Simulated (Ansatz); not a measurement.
**Redistribution: C2H8O2Si + SiH(OH)2(SiH3) → C2H10OSi2 + SiH(OH)3**

Species: C2H8O2Si `CC[SiH](O)O`, singlet; SiH(OH)2(SiH3), singlet; C2H10OSi2 `CC[SiH](O)[SiH3]`, singlet; SiH(OH)3, singlet. The partners trade OH for SiH3; both sit on Si, so the bond types are kept.

Shapes, held fixed at every level: PBE0-D4/def2-TZVP. Flexible molecules stand in one conformer, not always the lowest. Programs: Ansatz 0.2.0. Electronic energies: no zero-point or thermal term.

```
               level                    kind  ΔE (kJ/mol)  less CCSD(T)/CBS estimate
   PBE-D4/def2-TZVPP                     GGA         -6.2                       +3.0
r2SCAN-D4/def2-TZVPP                meta-GGA         -8.8                       +0.4
  PBE0-D4/def2-TZVPP           global hybrid         -8.7                       +0.5
  wB97X-V/def2-TZVPP  range-separated hybrid         -7.0                       +2.2
   B2PLYP/def2-TZVPP           double hybrid         -7.0                       +2.2
      MP2/def2-TZVPP     perturbation theory         -9.1                       +0.1
CCSD(T)/CBS estimate   coupled cluster or CI         -9.2                        0.0
```

The highest level, CCSD(T)/CBS estimate, gives ΔE = -9.2 kJ/mol; the levels span -9.2 to -6.2. The column of differences is taken from that level and isn't an error. No measured value is set beside it here. The CBS estimate extrapolates MP2 from def2-TZVPP and def2-QZVPP and adds CCSD(T) − MP2 in the triple-zeta set, cores frozen.

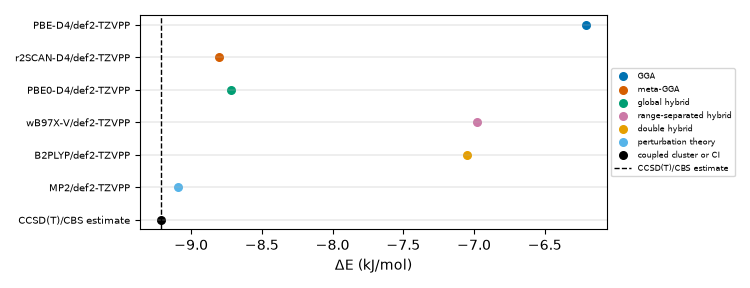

The values of the table, level by level.
